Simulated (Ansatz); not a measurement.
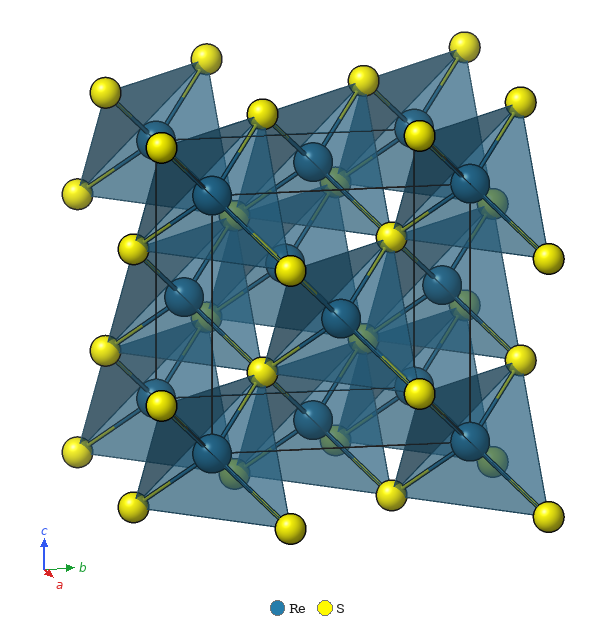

An orthographic polyhedral view of the structure, slightly off an axis. The frame is the conventional unit cell; atoms at its boundary are shown with their periodic copies. A few atoms beyond the faces are included.

ReS, zinc blende (sphalerite type), space group F-43m (No. 216), a = 5.235 Å, b = 5.235 Å, c = 5.235 Å, α = 90.00°, β = 90.00°, γ = 90.00°. The structure comes from a structure type filled with these elements by a generator (whether the compound takes this form wasn't checked). The cell was then strained or its atoms displaced on purpose. Ansatz was used for an electronic-structure calculation on it.

This one geometry was computed with Ansatz (DFT, plane waves, PAW) at five levels of theory: PBE, PBE with spin-orbit coupling, LDA, r2SCAN and PBEsol.

> Which level gives the highest pressure at this volume, and what does that say about its equilibrium volume?

Highest: PBE (0.2 GPa) and PBE with spin-orbit coupling (0.6 GPa), which points to the largest equilibrium volume. Lowest, with the smallest volume: LDA (-8.5 GPa). Levels within 0.5 GPa of each other can't be told apart.

> How does the band gap change with the level of theory?

All levels give a metal.

> Collect the results in a table.

| level | cutoff (eV) | k-mesh of the run's cell | gap (eV) | pressure (GPa) | absolute moment (μB/atom) |
| --- | --- | --- | --- | --- | --- |
| PBE | 420 | 12×12×12 | metal | 0.2 | 0.00 |
| PBE with spin-orbit coupling | 420 | 12×12×12 | metal | 0.6 | 0.00 |
| LDA | 420 | 12×12×12 | metal | -8.5 | 0.00 |
| r2SCAN | 500 | 12×12×12 | metal | -2.8 | 0.11 |
| PBEsol | 420 | 12×12×12 | metal | -5.5 | 0.00 |

Gaps are taken on the k-mesh or band path of each run.
